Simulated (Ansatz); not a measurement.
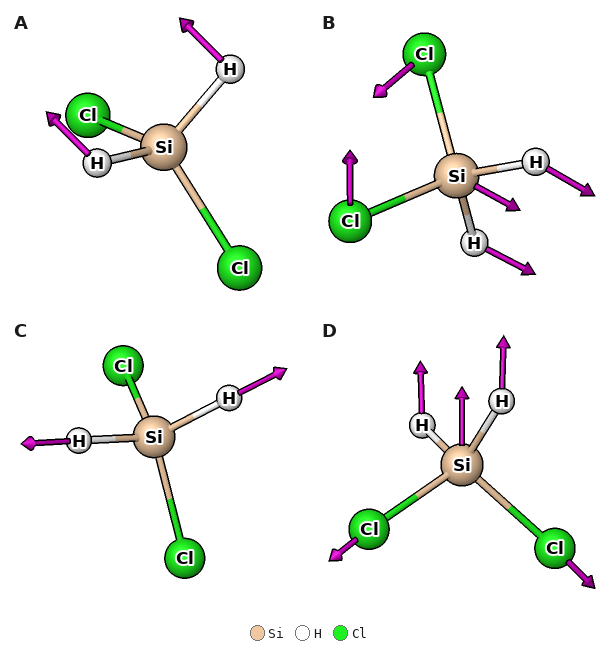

4 normal modes of one molecule or complex, as arrows. Harmonic vibrations computed with RKS PBE0-D4/def2-TZVP (Ansatz 0.2.0) at a stationary point of the same level.

**Match the panels to the wavenumbers 185 cm⁻¹, 529 cm⁻¹, 870 cm⁻¹, 2272 cm⁻¹.**

A: 870 cm⁻¹, Cl–Si–H bending
B: 185 cm⁻¹, Cl–Si–Cl bending
C: 2272 cm⁻¹, in-phase stretching of 2 Si–H bonds
D: 529 cm⁻¹, in-phase stretching of 2 Cl–Si bonds
